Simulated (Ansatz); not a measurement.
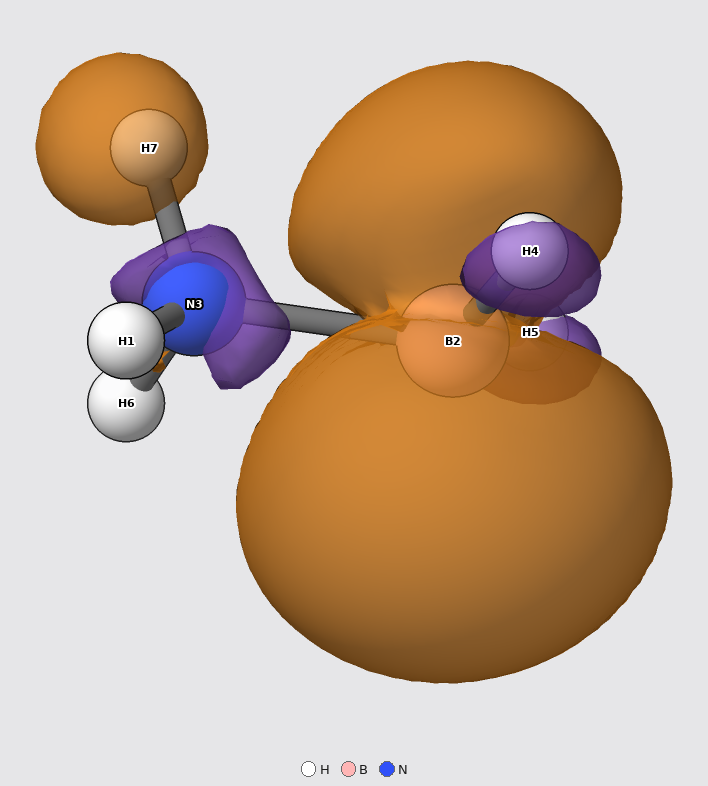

Figure. BH$_{5}$N (doublet). Isosurfaces of the spin density (α minus β) at +0.015 (orange) and −0.015 e/Å³ (purple), seen from one side.

The product side of a reaction path; geometry: PBE0-D4/def2-TZVP.

Computed with UKS PBE0-D4/def2-TZVPP in Ansatz.

```xyz
7

H     0.7408   -0.7445    0.9551
B    -0.4312   -0.2719   -0.8161
N     0.2088    0.0528    0.6209
H     0.4040   -0.7007   -1.5627
H    -1.2330    0.5669   -1.1201
H    -0.5254    0.2366    1.2974
H     0.8361    0.8607    0.6257
```

Describe the spin distribution.

Answer. The unpaired spin (1 electron) lies mostly on B2 (about 0.8), in electrons by Hirshfeld's partition.
